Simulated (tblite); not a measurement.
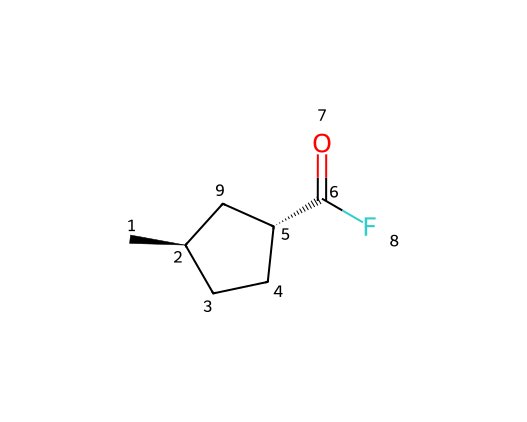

A structural formula, with wedges where it has stereocentres; small numbers name the atoms. The configuration is that of a computed structure (GFN2-xTB).

Q: What are the Cahn–Ingold–Prelog descriptors?

A: C2: R; C5: R.
